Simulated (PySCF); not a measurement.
Geometry relaxation of Si2H6

System: Si2H6.
Method: RKS PBE0-D4/def2-TZVP, density fitting (PySCF 2.14.0).

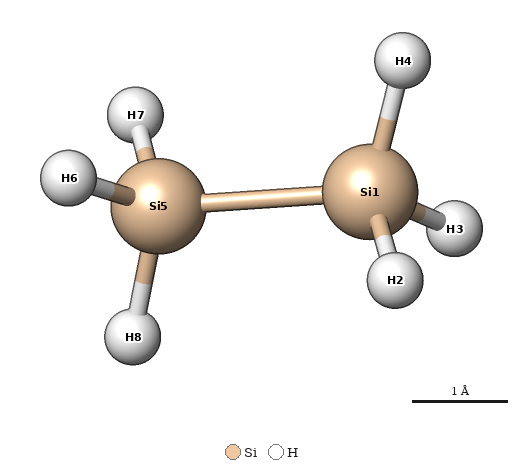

**Figure 1.** The input geometry (ball-and-stick view, seen at a tilt; atoms are numbered from 1 in the order of the input). Bond lengths as drawn: H–Si 1.49 Å and Si–Si 2.34 Å.

**Input file**
```python
import json, numpy as np
from pyscf import gto, scf, dft, mp, cc
EV, BOHR = 27.211386245988, 0.529177210903
mol = gto.M(atom="""
Si -0.091630 -0.967628 -1.323181
H 1.028547 0.000890 -1.474172
H 0.130675 -2.081877 -2.286735
H -1.368493 -0.291581 -1.669464
Si -0.150828 -1.843447 0.844764
H -0.291704 -0.774708 1.867696
H -1.295599 -2.785008 0.976382
H 1.105960 -2.595015 1.113885
""", basis="def2-tzvp", charge=0, spin=0, max_memory=8670, verbose=0)
def mean_field(mol, dm=None):
    mf = dft.RKS(mol, xc="pbe0").density_fit()
    mf.conv_tol = 1e-9; mf.grids.level = 4
    mf.kernel(dm0=dm)
    if not mf.converged: mf = mf.newton().run(mf.mo_coeff, mf.mo_occ)
    assert mf.converged
    return mf
def d4(mol):
    from pyscf.dispersion.dftd4 import DFTD4Dispersion
    real = gto.M(atom=[(mol.atom_pure_symbol(i), mol.atom_coord(i)) for i in range(8)], unit='B', charge=mol.charge, spin=None, basis='def2-svp', verbose=0)
    r = DFTD4Dispersion(real, xc="pbe0", atm=True).get_dispersion(grad=True); return r["energy"], r["gradient"]
def energy_and_gradient(mol, dm=None):
    mf = mean_field(mol, dm); e, g = d4(mol)
    return mf, (mf.e_tot + e) * EV, (mf.nuc_grad_method().kernel()[:8] + g) * EV / BOHR
out = {}
# rational-function steps on a BFGS-updated Hessian; the first Hessian (eV/A^2) comes from GFN2-xTB
H = np.load("h0.npy"); x = mol.atom_coords(unit="A").ravel(); dm = old = None; trust = 0.2; steps = []
for it in range(90):
    mol.set_geom_(x.reshape(-1, 3), unit="A"); mf, e, g = energy_and_gradient(mol, dm); g = g.ravel(); dm = mf.make_rdm1()
    print(f"relax step {it + 1}: E = {e:.6f} eV, largest force component {abs(g).max():.4f} eV/A", flush=True); steps.append([e, x.reshape(-1, 3).tolist(), (-g).reshape(-1, 3).tolist()])
    if abs(g).max() < 0.008: out['converged'] = True; break
    if old is not None:
        s, z = x - old[0], g - old[1]
        if s @ z > 1e-8: H = H + np.outer(z, z) / (s @ z) - np.outer(H @ s, H @ s) / (s @ H @ s)
        trust = max(0.03, trust / 2) if e > old[2] + 1e-4 else min(0.35, trust * 1.3)
    w, V = np.linalg.eigh(H); w = np.maximum(abs(w), 0.08); f = V.T @ g; M = np.diag(np.append(w, 0.0)); M[-1, :-1] = M[:-1, -1] = f
    dx = V @ (-f / (w - np.linalg.eigvalsh(M)[0])); big = np.linalg.norm(dx.reshape(-1, 3), axis=1).max(); dx *= min(1, trust / big)
    old = (x, g, e); x = x + dx
out.update(energy=e, forces=steps[-1][2], positions=steps[-1][1], steps=steps)
out['s2'] = mf.spin_square()[0]; out['nelec'] = mol.nelec
print(f"Total energy {out['energy']:.6f} eV, <S^2> {out['s2']:.4f}")
json.dump(out, open("out.json", "w"), default=float)
```

Machine: 4 threads of Arm Neoverse V2, 23 GiB of memory available, shared host.

Command:
```bash
OMP_NUM_THREADS=4 python run.py
```

**What the program printed**
```
relax step 1: E = -15846.340123 eV, largest force component 0.0774 eV/A
relax step 2: E = -15846.341670 eV, largest force component 0.0194 eV/A
relax step 3: E = -15846.341965 eV, largest force component 0.0078 eV/A
```

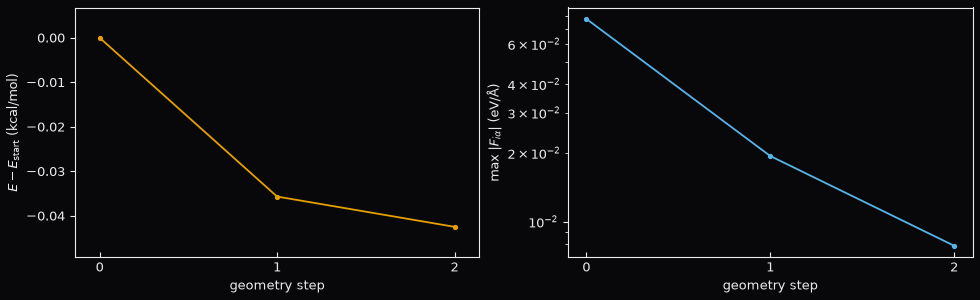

**Figure 2.** Progress of the relaxation, step by step (the first geometry is step 0 here and step 1 in the log).

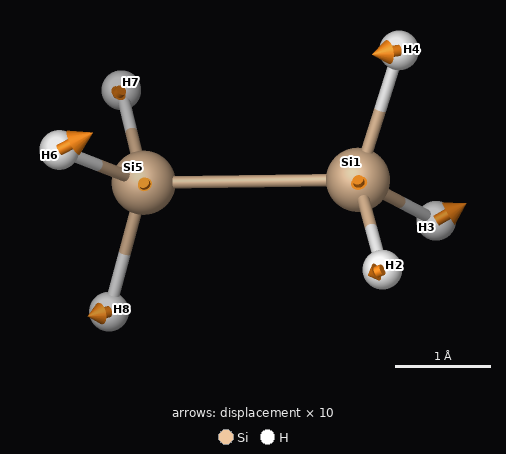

**Figure 3.** The starting structure with the displacements as orange arrows, magnified 10 times (ball-and-stick view, seen at a tilt). The two geometries are laid on each other by the best rigid fit. The atom that moves furthest after the best rigid fit is H6 (0.041 Å). Largest moves by element: H 0.041 Å, Si 0.015 Å. After 2 geometry steps the energy has fallen by 0.04 kcal/mol. Largest force component: 0.077 eV/Å at the start, 0.0078 eV/Å at the end. (Atoms are counted from 1 in the order of the input.)

```
Total energy -15846.341965 eV, <S^2> 0.0000
```

**Trajectory as extended XYZ (Å, eV, eV/Å), 3 frames, from step=1 to step=3**
```
8
Properties=species:S:1:pos:R:3:forces:R:3 step=1 energy=-15846.34012
Si   -0.0916   -0.9676   -1.3232    0.0774  -0.0607  -0.0425
H     1.0285    0.0009   -1.4742   -0.0270   0.0090   0.0228
H     0.1307   -2.0819   -2.2867   -0.0215   0.0205   0.0112
H    -1.3685   -0.2916   -1.6695   -0.0211   0.0245   0.0146
Si   -0.1508   -1.8434    0.8448    0.0132  -0.0515  -0.0052
H    -0.2917   -0.7747    1.8677   -0.0089   0.0294  -0.0021
H    -1.2956   -2.7850    0.9764   -0.0031   0.0100   0.0036
H     1.1060   -2.5950    1.1139   -0.0091   0.0186  -0.0024
8
Properties=species:S:1:pos:R:3:forces:R:3 step=2 energy=-15846.34167
Si   -0.0855   -0.9772   -1.3269   -0.0194   0.0094   0.0090
H     1.0290   -0.0015   -1.4635    0.0052  -0.0040   0.0009
H     0.1207   -2.0789   -2.3043    0.0021  -0.0002  -0.0143
H    -1.3634   -0.2865   -1.6506    0.0091  -0.0059   0.0065
Si   -0.1491   -1.8507    0.8418    0.0012   0.0096  -0.0016
H    -0.3008   -0.7638    1.8468    0.0007  -0.0030  -0.0126
H    -1.2941   -2.7900    0.9806   -0.0011  -0.0045   0.0022
H     1.1103   -2.5899    1.1251    0.0021  -0.0016   0.0099
8
Properties=species:S:1:pos:R:3:forces:R:3 step=3 energy=-15846.34196
Si   -0.0854   -0.9806   -1.3280   -0.0070   0.0031  -0.0017
H     1.0333   -0.0090   -1.4598    0.0017  -0.0017  -0.0025
H     0.1126   -2.0735   -2.3179   -0.0003   0.0027   0.0005
H    -1.3616   -0.2817   -1.6395    0.0066  -0.0028   0.0019
Si   -0.1478   -1.8541    0.8402   -0.0006   0.0049   0.0056
H    -0.3085   -0.7578    1.8336   -0.0008  -0.0078  -0.0061
H    -1.2893   -2.7974    0.9825    0.0009  -0.0003   0.0015
H     1.1134   -2.5849    1.1377   -0.0005   0.0018   0.0009
```

**Summary**

```csv
quantity,value
outcome,converged
total energy,−15846.3420 eV
largest force (length of the vector) at the end,0.010 eV/Å
wall time,10 s (CPU time 35 s)
peak memory,1 GiB
```
